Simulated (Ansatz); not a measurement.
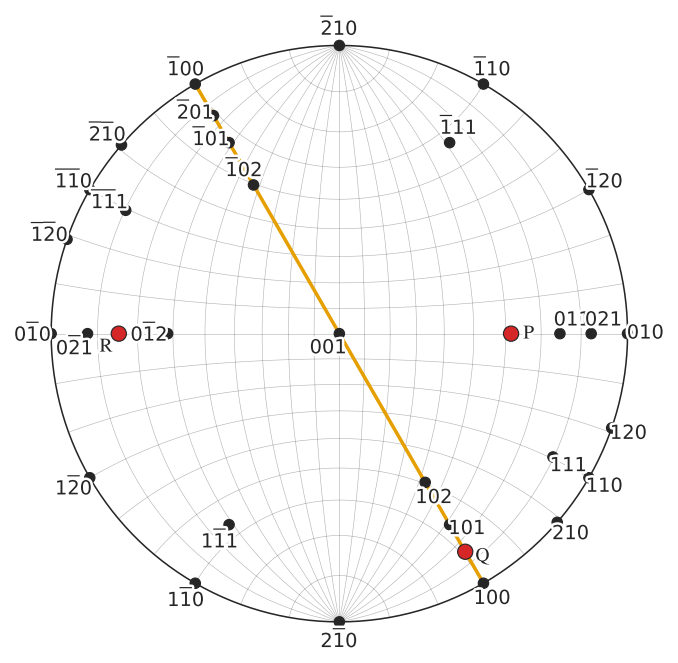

Crystal: Ti, the input geometry of an electronic-structure calculation (not necessarily at equilibrium); the starting structure was generated, so it need not be a known form of this composition. Stereographic projection of plane normals (upper hemisphere) centred on (0 0 1). Symmetry computed with spglib at a tolerance of 0.002 Å; standard conventional cell.

a = 2.895 Å, b = 2.895 Å, c = 9.265 Å, α = 90.00°, β = 90.00°, γ = 120.00°.

Index the poles marked P, Q, R.

Answer. P is (0 1 2), in four indices (0 1 −1 2), 61.6° from the centre; Q is (2 0 1), in four indices (2 0 −2 1), 82.3° from the centre; R is (0 −1 1), in four indices (0 −1 1 1), 74.9° from the centre.

Which zone does the coloured great circle trace?

Answer. The zone [0 1 0]: its poles satisfy k = 0.

What is the angle between the normals of (2 −1 0) and (2 0 1), and what are their d_hkl = 1/|g|?

Answer. 30.9°; d = 1.448 Å and 1.242 Å.
